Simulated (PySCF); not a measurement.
```xyz
16

C     2.1172   -0.3765   -1.7515
C     0.9858   -0.9020   -1.2954
C     0.1720   -0.2920   -0.2397
C    -1.0135   -0.8911    0.0763
C    -1.9110   -0.6738    1.1722
O    -1.7864   -0.1574    2.2387
F    -3.1177   -1.2903    0.9024
O     0.7124    0.8214    0.2445
C    -0.0275    1.7207    1.0452
H     2.4974    0.5535   -1.3653
H     2.6937   -0.8622   -2.5191
H     0.6112   -1.8358   -1.6869
H    -1.3231   -1.7045   -0.5638
H     0.5855    2.6181    1.1157
H    -0.2196    1.3206    2.0418
H    -0.9841    1.9601    0.5735
```

Geometry: GFN2-xTB.

Method: B3LYP/def2-SVPD, SCF density, gas phase (PySCF).

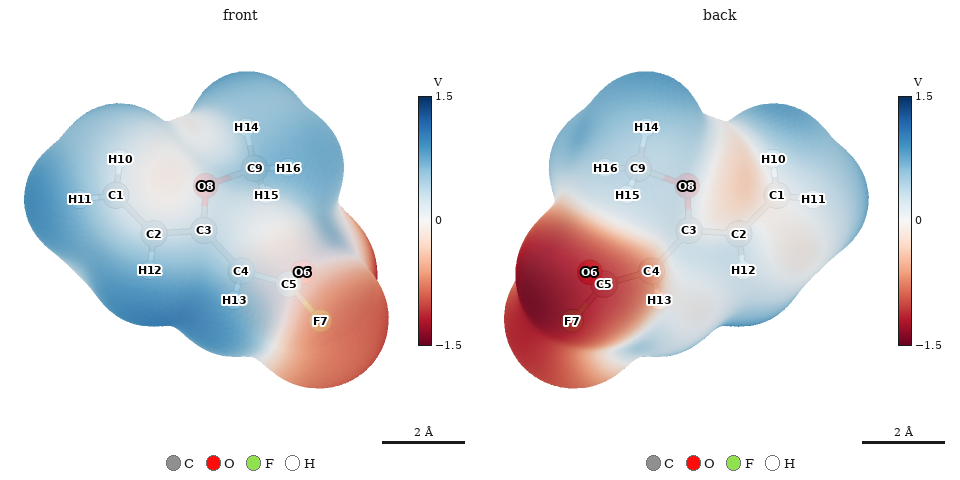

C₆H₇FO₂ (SMILES C=C/C(=C/C(=O)F)OC). The molecular electrostatic potential painted on the density surface at 0.001 e/bohr³, seen from the front and from behind; red is negative and blue positive.

Question: Describe the electrostatic potential map.

Answer: The most negative region (about −1.4 V) lies over O6, the most positive (about +1.0 V) over H12 and H13. O6 is the likeliest acceptor of a hydrogen bond.
